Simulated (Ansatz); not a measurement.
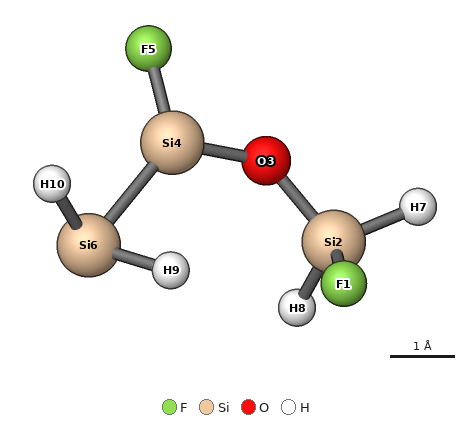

Figure 1. The structure as given in the input (ball-and-stick view, seen at a tilt; atoms are numbered from 1 in the order of the input). Bond lengths as drawn: F–Si 1.61 Å, H–Si 1.50 to 1.54 Å, O–Si 1.64 to 1.66 Å and Si–Si 2.23 Å.

**Run report: Si3H4OF2, nudged elastic band (part 1 of 2)**

- system: Si3H4OF2
- method: RKS LDA/def2-SVP (Ansatz 0.2.0)

The run did not end well. One setting was made poor on purpose. It belongs to a series of runs on one base structure; here: band between the two ends.

### Input file
```yaml
crystal:
  periodic: [false, false, false]
  atoms:
    - { symbol: F, position_ang: [0.018288, -2.254423, -0.140556] }
    - { symbol: Si, position_ang: [-0.727023, -1.280897, -1.190461] }
    - { symbol: O, position_ang: [0.034316, 0.197132, -1.149988] }
    - { symbol: Si, position_ang: [0.554977, 1.254509, -0.003268] }
    - { symbol: F, position_ang: [1.029906, 2.53664, -0.856615] }
    - { symbol: Si, position_ang: [0.019502, 1.08798, 2.155621] }
    - { symbol: H, position_ang: [-0.556112, -1.839052, -2.567183] }
    - { symbol: H, position_ang: [-2.149676, -1.11301, -0.749017] }
    - { symbol: H, position_ang: [0.503811, -0.360293, 1.952315] }
    - { symbol: H, position_ang: [1.355112, 1.720314, 2.552251] }
basis:
  gaussian: { orbitals: def2-SVP }
hamiltonian:
  xc: lda
neb:
  order_check: false
  images: 7
  f_tol: 0.05
  max_iterations: 60
  max_displacement: 0.5
  optimiser: fire
  final_atoms:
    - { symbol: F, position_ang: [0.00980843, -2.32462603, 0.11734692] }
    - { symbol: Si, position_ang: [0.36383079, -2.30530807, -1.49387689] }
    - { symbol: O, position_ang: [0.32199554, -0.6689268, -1.76094188] }
    - { symbol: Si, position_ang: [0.15724591, 0.77240705, -0.92255995] }
    - { symbol: F, position_ang: [1.58728689, 1.52786239, -1.03322275] }
    - { symbol: Si, position_ang: [-0.30139966, 0.38478338, 1.32782614] }
    - { symbol: H, position_ang: [-0.84606241, 1.6018218, -1.67080615] }
    - { symbol: H, position_ang: [-1.58617357, -0.38668101, 1.45680456] }
    - { symbol: H, position_ang: [0.83721483, -0.3659317, 1.95895433] }
    - { symbol: H, position_ang: [-0.46064575, 1.71349899, 2.02357467] }
  initial_path:
    images:
      - { positions_ang: [[0.018288, -2.254423, -0.140556], [-0.727023, -1.280897, -1.190461], [0.034316, 0.197132, -1.149988], [0.554977, 1.254509, -0.003268], [1.029906, 2.53664, -0.856615], [0.019502, 1.08798, 2.155621], [-0.556112, -1.839052, -2.567183], [-2.149676, -1.11301, -0.749017], [0.503811, -0.360293, 1.952315], [1.355112, 1.720314, 2.552251]] }
      - { positions_ang: [[-0.08750922, -2.21412435, -0.12612406], [-0.60300407, -1.29570246, -1.28087335], [0.25879723, 0.06950454, -1.2241019], [0.69344134, 1.18338413, -0.12696582], [0.82697058, 2.4374155, -0.94996242], [-0.00413939, 0.93895576, 2.01665829], [-0.57267557, -1.66180746, -2.66632227], [-1.98037383, -0.7890742, -0.22306614], [0.52829532, -0.43058423, 2.04601337], [1.02329861, 1.71093278, 2.53784329]] }
      - { positions_ang: [[-0.19330645, -2.17382569, -0.11169213], [-0.47898513, -1.31050793, -1.3712857], [0.48327845, -0.05812292, -1.29821579], [0.83190568, 1.11225927, -0.25066364], [0.62403516, 2.338191, -1.04330984], [-0.02778077, 0.78993152, 1.87769557], [-0.58923914, -1.48456293, -2.76546153], [-1.81107166, -0.46513841, 0.30288473], [0.55277963, -0.50087547, 2.13971175], [0.69148523, 1.70155156, 2.52343559]] }
      - { positions_ang: [[-0.29910367, -2.13352704, -0.09726019], [-0.3549662, -1.32531339, -1.46169805], [0.70775968, -0.18575038, -1.37232969], [0.97037002, 1.0411344, -0.37436147], [0.42109974, 2.2389665, -1.13665727], [-0.05142216, 0.64090728, 1.73873286], [-0.60580271, -1.30731839, -2.8646008], [-1.64176949, -0.14120261, 0.82883559], [0.57726395, -0.5711667, 2.23341012], [0.35967184, 1.69217033, 2.50902788]] }
      - { positions_ang: [[-0.4049009, -2.09322839, -0.08282826], [-0.23094726, -1.34011886, -1.5521104], [0.93224091, -0.31337783, -1.44644358], [1.10883436, 0.97000953, -0.49805929], [0.21816432, 2.139742, -1.23000469], [-0.07506354, 0.49188304, 1.59977014], [-0.62236628, -1.13007386, -2.96374006], [-1.47246732, 0.18273319, 1.35478646], [0.60174827, -0.64145794, 2.3271085], [0.02785845, 1.68278911, 2.49462018]] }
      - { positions_ang: [[-0.30122357, -2.1510778, -0.03278446], [-0.08225275, -1.58141616, -1.53755202], [0.77967956, -0.40226507, -1.52506816], [0.87093724, 0.92060891, -0.60418445], [0.56044496, 1.9867721, -1.1808092], [-0.13164757, 0.46510812, 1.53178414], [-0.67829031, -0.44709994, -2.64050658], [-1.50089388, 0.04037964, 1.38029098], [0.66061491, -0.57257638, 2.23506995], [-0.0942676, 1.69046658, 2.3768588]] }
      - { positions_ang: [[-0.19754623, -2.20892721, 0.01725933], [0.06644176, -1.82271346, -1.52299364], [0.62711822, -0.49115231, -1.60369273], [0.63304013, 0.87120829, -0.71030962], [0.9027256, 1.8338022, -1.13161372], [-0.1882316, 0.43833321, 1.46379814], [-0.73421435, 0.23587397, -2.31727311], [-1.52932044, -0.10197391, 1.40579551], [0.71948155, -0.50369482, 2.14303141], [-0.21639365, 1.69814405, 2.25909743]] }
      - { positions_ang: [[-0.0938689, -2.26677662, 0.06730313], [0.21513628, -2.06401076, -1.50843527], [0.47455688, -0.58003956, -1.68231731], [0.39514302, 0.82180767, -0.81643479], [1.24500624, 1.68083229, -1.08241823], [-0.24481563, 0.41155829, 1.39581214], [-0.79013838, 0.91884789, -1.99403963], [-1.557747, -0.24432746, 1.43130003], [0.77834819, -0.43481326, 2.05099287], [-0.3385197, 1.70582152, 2.14133605]] }
      - { positions_ang: [[0.00980843, -2.32462603, 0.11734692], [0.36383079, -2.30530807, -1.49387689], [0.32199554, -0.6689268, -1.76094188], [0.15724591, 0.77240705, -0.92255995], [1.58728689, 1.52786239, -1.03322275], [-0.30139966, 0.38478338, 1.32782614], [-0.84606241, 1.6018218, -1.67080615], [-1.58617357, -0.38668101, 1.45680456], [0.83721483, -0.3659317, 1.95895433], [-0.46064575, 1.71349899, 2.02357467]] }
```

Launch command:
```bash
ansatz run input.yaml --threads 2 --pin off --max-ram 3072MiB --backend cpu --events-out ev --progress --plain --runs-dir out
```

### What the program printed
```
Engine: ansatz 0.2.0, x86_64-unknown-linux-gnu
Functional definition: SPW92
  exchange = slater_x
  correlation = pw_c
1259 factors; their error is unknown
mean field evaluation 1: about -31017.4742 eV, gradient 6.4e1 eV
mean field evaluation 2: about -30985.8010 eV, gradient 1.4e2 eV
mean field evaluation 4: about -31024.3180 eV, gradient 1.4e1 eV
mean field evaluation 8: about -31024.9606 eV, gradient 1.3e-1 eV
mean field evaluation 16: about -31024.8502 eV, gradient 9.7e-4 eV
mean field -31024.85020377 eV, -1140.1422155898 hartree, gradient 6.2e-5 eV, S^2 0.000000; 0 other end points of the search recorded, 0 dependent functions left out
the calculation of the forces begins
reference -31024.85024084 eV, -1140.1422169522 hartree; 36, 36 occupied and 80, 80 virtual orbitals, 1259 factors
1259 factors; their error is unknown
mean field evaluation 32: about -31025.5351 eV, gradient 1.5e-2 eV
mean field -31025.53513766 eV, -1140.1673864461 hartree, gradient 6.1e-5 eV, S^2 0.000000; 0 other end points of the search recorded, 0 dependent functions left out
[... from here on the field's lines of each further geometry are left out, up to the last ...]
WARN: NEB end point (image 0): max|allowed force component| = 5.681e-2 eV/Å (the criterion of neb.relax_end_points is 1.000e-2). That is over neb.f_tol: it is no minimum, so the barrier can be far off. Relax it first
NEB iter   1: max|band force component| = 8.555e1 eV/Å  barrier→ = 20.6236 eV  barrier← = 21.3085 eV  Δτ_max = 0.5000 Å  (656 SCF iters)
NEB iter   2: max|band force component| = 1.551e1 eV/Å  barrier→ = 8.6528 eV  barrier← = 9.3377 eV  Δτ_max = 0.0572 Å  (360 SCF iters)
NEB iter   3: max|band force component| = 1.115e1 eV/Å  barrier→ = 7.0402 eV  barrier← = 7.7252 eV  Δτ_max = 0.0964 Å  (305 SCF iters)
NEB iter   4: max|band force component| = 6.588e0 eV/Å  barrier→ = 5.2056 eV  barrier← = 5.8906 eV  Δτ_max = 0.1218 Å  (312 SCF iters)
NEB iter   5: max|band force component| = 6.904e0 eV/Å  barrier→ = 3.7440 eV  barrier← = 4.4289 eV  Δτ_max = 0.1349 Å  (306 SCF iters)
NEB iter   6: max|band force component| = 5.177e0 eV/Å  barrier→ = 3.2424 eV  barrier← = 3.9274 eV  Δτ_max = 0.0228 Å  (309 SCF iters)
NEB iter   7: max|band force component| = 4.113e0 eV/Å  barrier→ = 3.0150 eV  barrier← = 3.6999 eV  Δτ_max = 0.0427 Å  (308 SCF iters)
NEB iter   8: max|band force component| = 3.682e0 eV/Å  barrier→ = 2.8901 eV  barrier← = 3.5750 eV  Δτ_max = 0.0574 Å  (298 SCF iters)
NEB iter   9: max|band force component| = 3.021e0 eV/Å  barrier→ = 2.8245 eV  barrier← = 3.5095 eV  Δτ_max = 0.0642 Å  (298 SCF iters)
NEB iter  10: max|band force component| = 2.617e0 eV/Å  barrier→ = 2.7607 eV  barrier← = 3.4456 eV  Δτ_max = 0.0601 Å  (297 SCF iters)
NEB iter  11: max|band force component| = 3.656e0 eV/Å  barrier→ = 2.6897 eV  barrier← = 3.3747 eV  Δτ_max = 0.0580 Å  (286 SCF iters)
NEB iter  12: max|band force component| = 3.404e0 eV/Å  barrier→ = 2.6034 eV  barrier← = 3.2883 eV  Δτ_max = 0.0762 Å  (290 SCF iters)
NEB iter  13: max|band force component| = 1.629e0 eV/Å  barrier→ = 2.5034 eV  barrier← = 3.1883 eV  Δτ_max = 0.0911 Å  (291 SCF iters)
NEB iter  14: max|band force component| = 3.237e0 eV/Å  barrier→ = 2.4113 eV  barrier← = 3.0962 eV  Δτ_max = 0.0178 Å  (290 SCF iters)
NEB iter  15: max|band force component| = 1.728e0 eV/Å  barrier→ = 2.3989 eV  barrier← = 3.0839 eV  Δτ_max = 0.0271 Å  (299 SCF iters)
NEB iter  16: max|band force component| = 1.139e0 eV/Å  barrier→ = 2.3785 eV  barrier← = 3.0634 eV  Δτ_max = 0.0241 Å  (293 SCF iters)
NEB iter  17: max|band force component| = 1.641e0 eV/Å  barrier→ = 2.3530 eV  barrier← = 3.0379 eV  Δτ_max = 0.0088 Å  (300 SCF iters)
NEB iter  18: max|band force component| = 1.096e0 eV/Å  barrier→ = 2.3438 eV  barrier← = 3.0288 eV  Δτ_max = 0.0140 Å  (271 SCF iters)
NEB iter  19: max|band force component| = 1.040e0 eV/Å  barrier→ = 2.3273 eV  barrier← = 3.0123 eV  Δτ_max = 0.0177 Å  (301 SCF iters)
NEB iter  20: max|band force component| = 1.388e0 eV/Å  barrier→ = 2.3047 eV  barrier← = 2.9896 eV  Δτ_max = 0.0228 Å  (296 SCF iters)
NEB iter  21: max|band force component| = 1.666e0 eV/Å  barrier→ = 2.2761 eV  barrier← = 2.9611 eV  Δτ_max = 0.0273 Å  (299 SCF iters)
NEB iter  22: max|band force component| = 9.409e-1 eV/Å  barrier→ = 2.2425 eV  barrier← = 2.9274 eV  Δτ_max = 0.0317 Å  (287 SCF iters)
NEB iter  23: max|band force component| = 7.029e-1 eV/Å  barrier→ = 2.2056 eV  barrier← = 2.8905 eV  Δτ_max = 0.0400 Å  (257 SCF iters)
NEB iter  24: max|band force component| = 1.112e0 eV/Å  barrier→ = 2.1625 eV  barrier← = 2.8475 eV  Δτ_max = 0.0491 Å  (254 SCF iters)
NEB iter  25: max|band force component| = 7.276e-1 eV/Å  barrier→ = 2.1127 eV  barrier← = 2.7976 eV  Δτ_max = 0.0594 Å  (252 SCF iters)
NEB iter  26: max|band force component| = 7.130e-1 eV/Å  barrier→ = 2.0569 eV  barrier← = 2.7418 eV  Δτ_max = 0.0694 Å  (253 SCF iters)
NEB iter  27: max|band force component| = 1.062e0 eV/Å  barrier→ = 1.9966 eV  barrier← = 2.6815 eV  Δτ_max = 0.0777 Å  (254 SCF iters)
NEB iter  28: max|band force component| = 8.172e-1 eV/Å  barrier→ = 1.9328 eV  barrier← = 2.6177 eV  Δτ_max = 0.0128 Å  (254 SCF iters)
NEB iter  29: max|band force component| = 6.018e-1 eV/Å  barrier→ = 1.9230 eV  barrier← = 2.6079 eV  Δτ_max = 0.0235 Å  (227 SCF iters)
NEB iter  30: max|band force component| = 6.923e-1 eV/Å  barrier→ = 1.9056 eV  barrier← = 2.5905 eV  Δτ_max = 0.0111 Å  (251 SCF iters)
NEB iter  31: max|band force component| = 6.172e-1 eV/Å  barrier→ = 1.8972 eV  barrier← = 2.5821 eV  Δτ_max = 0.0212 Å  (228 SCF iters)
NEB iter  32: max|band force component| = 7.293e-1 eV/Å  barrier→ = 1.8820 eV  barrier← = 2.5670 eV  Δτ_max = 0.0113 Å  (250 SCF iters)
NEB iter  33: max|band force component| = 5.340e-1 eV/Å  barrier→ = 1.8746 eV  barrier← = 2.5595 eV  Δτ_max = 0.0202 Å  (215 SCF iters)
NEB iter  34: max|band force component| = 5.647e-1 eV/Å  barrier→ = 1.8609 eV  barrier← = 2.5458 eV  Δτ_max = 0.0093 Å  (252 SCF iters)
NEB iter  35: max|band force component| = 5.374e-1 eV/Å  barrier→ = 1.8539 eV  barrier← = 2.5388 eV  Δτ_max = 0.0177 Å  (218 SCF iters)
NEB iter  36: max|band force component| = 6.386e-1 eV/Å  barrier→ = 1.8411 eV  barrier← = 2.5260 eV  Δτ_max = 0.0097 Å  (250 SCF iters)
NEB iter  37: max|band force component| = 5.309e-1 eV/Å  barrier→ = 1.8347 eV  barrier← = 2.5196 eV  Δτ_max = 0.0176 Å  (216 SCF iters)
NEB iter  38: max|band force component| = 5.390e-1 eV/Å  barrier→ = 1.8230 eV  barrier← = 2.5079 eV  Δτ_max = 0.0092 Å  (250 SCF iters)
NEB iter  39: max|band force component| = 5.380e-1 eV/Å  barrier→ = 1.8168 eV  barrier← = 2.5017 eV  Δτ_max = 0.0183 Å  (218 SCF iters)
NEB iter  40: max|band force component| = 6.074e-1 eV/Å  barrier→ = 1.8057 eV  barrier← = 2.4906 eV  Δτ_max = 0.0271 Å  (246 SCF iters)
NEB iter  41: max|band force component| = 5.508e-1 eV/Å  barrier→ = 1.7895 eV  barrier← = 2.4744 eV  Δτ_max = 0.0363 Å  (245 SCF iters)
NEB iter  42: max|band force component| = 5.773e-1 eV/Å  barrier→ = 1.8183 eV  barrier← = 2.5032 eV  Δτ_max = 0.0458 Å  (245 SCF iters)
NEB iter  43: max|band force component| = 6.408e-1 eV/Å  barrier→ = 1.8634 eV  barrier← = 2.5483 eV  Δτ_max = 0.0554 Å  (245 SCF iters)
NEB iter  44: max|band force component| = 7.281e-1 eV/Å  barrier→ = 1.9220 eV  barrier← = 2.6070 eV  Δτ_max = 0.0719 Å  (248 SCF iters)
NEB iter  45: max|band force component| = 8.530e-1 eV/Å  barrier→ = 2.0072 eV  barrier← = 2.6921 eV  Δτ_max = 0.0907 Å  (250 SCF iters)
NEB iter  46: max|band force component| = 1.017e0 eV/Å  barrier→ = 2.1330 eV  barrier← = 2.8179 eV  Δτ_max = 0.1269 Å  (250 SCF iters)
NEB iter  47: max|band force component| = 1.199e0 eV/Å  barrier→ = 2.3221 eV  barrier← = 3.0070 eV  Δτ_max = 0.1780 Å  (256 SCF iters)
NEB iter  48: max|band force component| = 1.328e0 eV/Å  barrier→ = 2.6055 eV  barrier← = 3.2905 eV  Δτ_max = 0.2432 Å  (260 SCF iters)
NEB iter  49: max|band force component| = 2.207e0 eV/Å  barrier→ = 2.8022 eV  barrier← = 3.4871 eV  Δτ_max = 0.2787 Å  (274 SCF iters)
NEB iter  50: max|band force component| = 5.209e0 eV/Å  barrier→ = 2.7169 eV  barrier← = 3.4018 eV  Δτ_max = 0.4736 Å  (244 SCF iters)
NEB iter  51: max|band force component| = 6.254e0 eV/Å  barrier→ = 4.0459 eV  barrier← = 4.7308 eV  Δτ_max = 0.0919 Å  (254 SCF iters)
NEB iter  52: max|band force component| = 4.012e0 eV/Å  barrier→ = 4.0248 eV  barrier← = 4.7097 eV  Δτ_max = 0.0612 Å  (223 SCF iters)
NEB iter  53: max|band force component| = 2.571e0 eV/Å  barrier→ = 4.0020 eV  barrier← = 4.6869 eV  Δτ_max = 0.0985 Å  (219 SCF iters)
NEB iter  54: max|band force component| = 2.059e0 eV/Å  barrier→ = 3.9662 eV  barrier← = 4.6511 eV  Δτ_max = 0.0303 Å  (229 SCF iters)
NEB iter  55: max|band force component| = 1.270e0 eV/Å  barrier→ = 3.9468 eV  barrier← = 4.6318 eV  Δτ_max = 0.0382 Å  (217 SCF iters)
NEB iter  56: max|band force component| = 1.933e0 eV/Å  barrier→ = 3.9078 eV  barrier← = 4.5927 eV  Δτ_max = 0.0573 Å  (231 SCF iters)
NEB iter  57: max|band force component| = 1.353e0 eV/Å  barrier→ = 3.8382 eV  barrier← = 4.5232 eV  Δτ_max = 0.0808 Å  (227 SCF iters)
NEB iter  58: max|band force component| = 1.607e0 eV/Å  barrier→ = 3.7321 eV  barrier← = 4.4170 eV  Δτ_max = 0.1041 Å  (229 SCF iters)
NEB iter  59: max|band force component| = 1.548e0 eV/Å  barrier→ = 3.6137 eV  barrier← = 4.2986 eV  Δτ_max = 0.1218 Å  (228 SCF iters)
the calculation of the forces begins
reference -31022.91364150 eV, -1140.0710482389 hartree; 36, 36 occupied and 80, 80 virtual orbitals, 1259 factors
these checks for a lower state are left out or cut short: starts, cluster_reference, orbital_swaps, neighbouring_geometries, increment
1259 factors; their error is unknown
mean field -31025.17861917 eV, -1140.1542846331 hartree, gradient 1.7e-5 eV, S^2 0.000000; 0 other end points of the search recorded, 0 dependent functions left out
the calculation of the forces begins
reference -31025.17865661 eV, -1140.1542860091 hartree; 36, 36 occupied and 80, 80 virtual orbitals, 1259 factors
NEB iter  60: max|band force component| = 1.318e0 eV/Å  barrier→ = 3.5293 eV  barrier← = 4.2142 eV  Δτ_max = 0.1487 Å  (228 SCF iters)
```
